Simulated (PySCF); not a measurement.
CH7BO, singlet at its PBE0/def2-SVP optimised geometry (Å):

```
10

B      0.2823     0.4969     0.0000
H     -0.2101     1.6149     0.0000
H      1.5106     0.4969     0.0000
C     -0.4145    -0.5897     0.9347
H     -0.0205    -1.6149     0.8084
H     -1.5106    -0.6296     0.8199
H     -0.2162    -0.3197     1.9862
O     -0.0754    -0.0020    -1.5954
H      0.3279    -0.8709    -1.7300
H      0.3828     0.6042    -2.1929
```

Computed with PBE0/def2-TZVP in PySCF. Cells within 0.4 Å of a nucleus heavier than hydrogen are left out (blank, or x).

Map of the log10 of the electron density (e/bohr³), floored at −4 on the plane z = 1.2 Å:

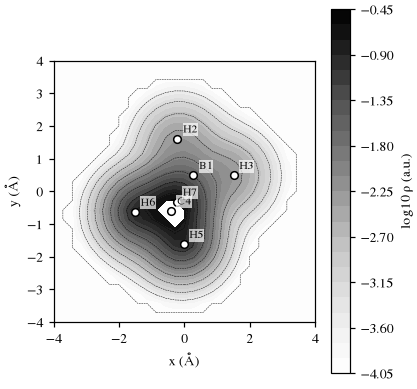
Fig. 1. Log10 of the electron density (e/bohr³), floored at −4 on the plane z = 1.2 Å.
